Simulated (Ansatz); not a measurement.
Consider GaH···CH$_{4}$O.

The calculation's input:

```
crystal:
  periodic: [false, false, false]
  atoms:
    - {symbol: Ga, position_ang: [-2.089391, -0.411801, -1.260575]}
    - {symbol: O, position_ang: [0.080482, -0.554084, -0.504323]}
    - {symbol: C, position_ang: [0.763785, 0.189842, 0.498360]}
    - {symbol: H, position_ang: [0.660645, -1.205395, -0.906692]}
    - {symbol: H, position_ang: [-2.171367, 0.811847, -0.095559]}
    - {symbol: H, position_ang: [0.034536, 0.895883, 0.891584]}
    - {symbol: H, position_ang: [1.609907, 0.736809, 0.073690]}
    - {symbol: H, position_ang: [1.111405, -0.463101, 1.303515]}
basis:
  gaussian: {orbitals: def2-TZVPP}
hamiltonian: {xc: pbe0, dispersion: d4}
output: {orbitals: {seedname: orbitals}}
```

Run with:

```sh
ansatz run in.yaml --threads 2 --pin off --events-out ev --progress --plain --max-ram 4352MiB
```

The product side of a reaction path; geometry: PBE0-D4/def2-TZVP.

These are results of RKS PBE0-D4/def2-TZVPP (Ansatz 0.2.0), not measurements.

### What can the converged electron density and electron localisation function tell about the bonding?

Ga1···O2 (2.30 Å): the density falls to about 0.26 e/Å³ on the way; the ELF peaks at about 0.90 in the valence shell of O, 0.6 Å from its nucleus, and is about 0.15 at the midpoint.
C–O (1.42 Å): ρ at the midpoint is about 2 e/Å³, with its minimum of 1.7 e/Å³ about 0.5 Å from C; the ELF peaks at about 0.90 between the atoms (a polar covalent bond).
O–H (0.96 Å): ρ at the midpoint is about 3.8 e/Å³; the ELF climbs to about 1 towards the hydrogen, as it does in any bond to H: a covalent bond by its length.
C–H (1.09 Å): the density is about 2.1 e/Å³ at the midpoint; the ELF climbs to about 1 towards the hydrogen: a covalent bond by its length.

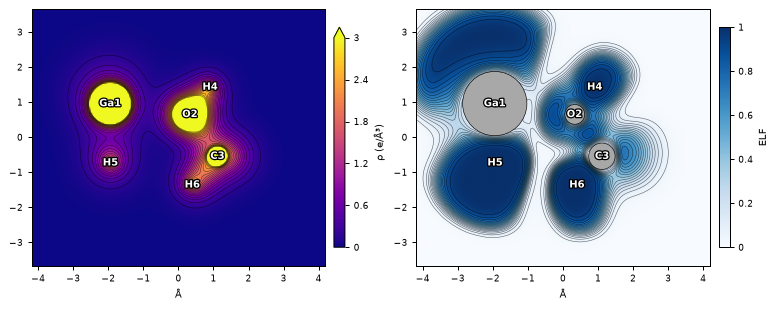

Computed electron density and electron localisation function on the plane of atoms C3, O2 and H4, in this order. Grey discs cover the atomic cores in the ELF map. 
